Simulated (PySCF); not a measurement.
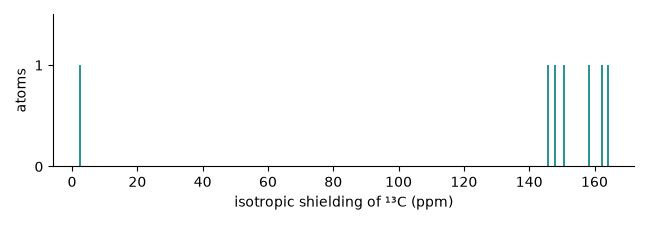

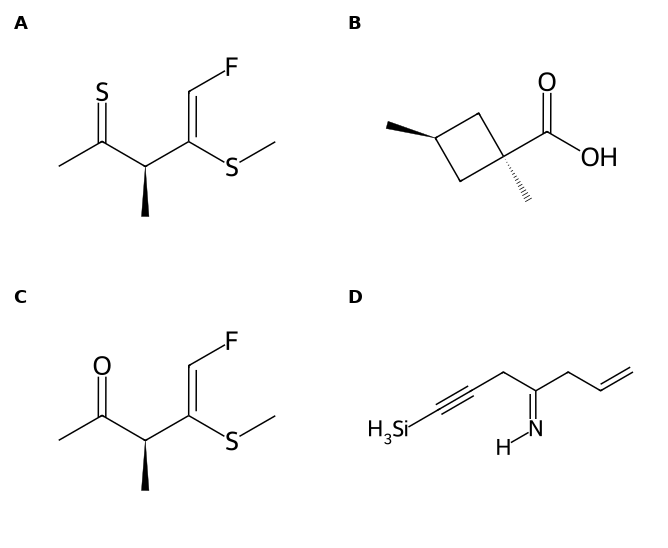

The sticks are computed shieldings of one of the molecules, for one fixed geometry (GFN2-xTB) without averaging over rotations. Low shielding means a high chemical shift. Method: GIAO PBE0/pcSseg-1 NMR shielding, non-relativistic, gas phase (PySCF 2.14.0).

### Which molecule gives this pattern?

B, `C[C@H]1C[C@@](C)(C(=O)O)C1`. Its 7 C atoms give lines at 2.3, 145.8, 148.0, 150.7, 158.4, 162.3, 164.1 ppm.

The geometry is semi-empirical. Around Si such bond lengths and angles can be off by a tenth of an ångström or more and by several degrees, and values that hang on the shape move with them.
